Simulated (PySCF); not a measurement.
System: C₂H₂O, SMILES C=C=O.

Vertical TDDFT excitations, PBE0/def2-SVPD in PySCF 2.14.0, at a PBE0-D3(BJ)/def2-SVP geometry (no frequency check), gas phase.

Question: Where does it absorb, and how strongly?

Answer: The lowest singlet lies at 3.89 eV (319 nm, f = 0.000); the brightest of the first 10 is S3 at 7.70 eV (161 nm), f = 0.128, mainly HOMO → LUMO+2 (76 %) (S4 lies within 0.06 eV, too close to order). No singlet lies below 3.1 eV (beyond 400 nm), so at this level no vertical transition falls in the visible.


```
state  E (eV)  λ (nm)      f        main character
   S1    3.89     319  0.000   HOMO → LUMO (100 %)
   S2    6.41     194  0.031  HOMO → LUMO+1 (99 %)
   S3    7.70     161  0.128  HOMO → LUMO+2 (76 %)
   S4    7.75     160  0.007  HOMO → LUMO+3 (99 %)
   S5    8.51     146  0.000  HOMO → LUMO+4 (97 %)
   S6    8.98     138  0.047  HOMO → LUMO+5 (89 %)
   S7    9.21     135  0.001  HOMO → LUMO+6 (86 %)
   S8    9.30     133  0.000  HOMO−2 → LUMO (98 %)
   S9    9.71     128  0.086  HOMO → LUMO+7 (86 %)
  S10    9.81     126  0.000  HOMO → LUMO+8 (98 %)
```

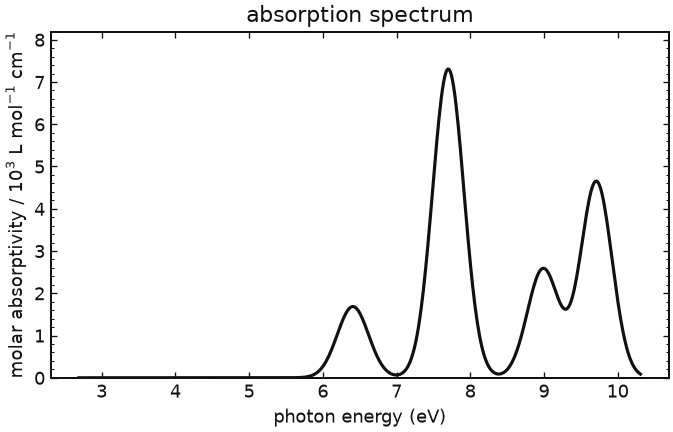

The lowest 10 singlet states are shown; each is broadened by a Gaussian of 1/e half-width 0.30 eV.

Caveats: states above the negative HOMO energy depend on the basis; core orbitals are frozen in the response.
